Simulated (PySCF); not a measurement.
Input file:

```
{"job": {"kind": "nmr", "xc": "PBE0", "basis": "pcSseg-1"}, "charge": 0, "multiplicity": 1}
O     -1.602636     1.277442    -1.132980
C     -1.665201     0.676505    -0.123158
F     -2.632717     0.969371     0.785572
C     -0.836171    -0.475240     0.362182
C      0.441689    -0.641321    -0.459652
C      1.545517     0.266374     0.055527
F      1.885559    -0.034588     1.321093
F      2.661188     0.154197    -0.675340
F      1.203293     1.558517     0.055647
H     -0.617453    -0.336781     1.424158
H     -1.460774    -1.369050     0.275213
H      0.816343    -1.663753    -0.401744
H      0.256975    -0.381185    -1.504246
```

Run with:

```sh
OMP_NUM_THREADS=1 python probes_run.py task.json out
```

Geometry: GFN2-xTB.

Method: PBE0/pcSseg-1, SCF density, gas phase, non-relativistic in PySCF.

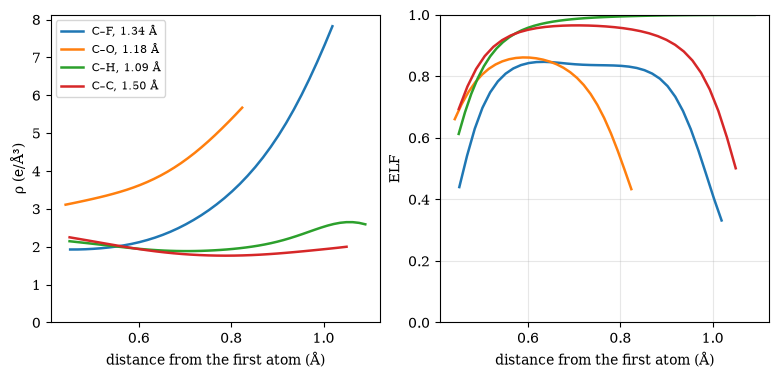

C₄H₄F₄O (SMILES O=C(F)CCC(F)(F)F). Total electron density and electron localisation function along straight lines between neighbouring atoms. The curves leave out the atomic cores.

What kind of bonding do the profiles show?

Answer. C–F (1.34 Å): ρ at the midpoint is about 2.4 e/Å³; the ELF peaks at about 0.85 between the atoms; a shared but strongly polarised pair.
C–O (1.18 Å): the density is about 3.6 e/Å³ at the midpoint; the ELF peaks at about 0.85 between the atoms; a short, multiple covalent bond.
C–H (1.09 Å): ρ is about 2 e/Å³ halfway; the ELF climbs to about 1 towards the hydrogen, as it does in any bond to H: a covalent bond by its length.
C–C (1.50 Å): the density is about 1.8 e/Å³ at the midpoint; the ELF peaks at about 0.95 between the atoms: localised, covalent bonding.
